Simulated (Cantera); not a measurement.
Charge: 1 mol FeS, 1.6 mol H2S, a varied amount of H2O, equilibrated at 1648 K and 10000 Pa.

Cantera equilibrium calculation (NASA polynomials, part measured and part estimated; ideal gas, pure solids and liquids). Candidate condensed phases: Fe, FeO, Fe(OH)2, Fe(OH)3, FeS, FeSO4, FeS2, Fe2O3, Fe2(SO4)3, Fe3O4, H2O, H2SO4, S; 22 gas species. Metal and sulfide melt together well below either melting point, which pure phases cannot show. Mutual solubility and eutectic melting of coexisting phases are not modelled. The tables' stoichiometric FeO is somewhat more stable than real wüstite, so its field is too wide. FeO, FeS: taken at fixed stoichiometry. Equilibrium is a limit: real reactors are often held back by kinetics, nucleation or transport.

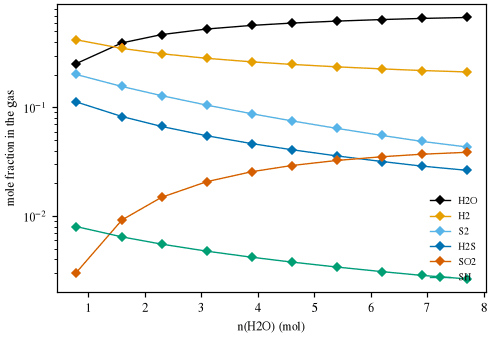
Figure. Equilibrium gas composition (values under 1e-9 drawn at 1e-9)

From 0.79 mol H2O to 6.9 mol H2O the condensed part is FeS(l). At 7.7 mol H2O the condensed part is FeO(s) + FeS(l). The main Fe-bearing gas is Fe at 0.79 mol H2O and Fe(OH)2 at 7.7 mol H2O.
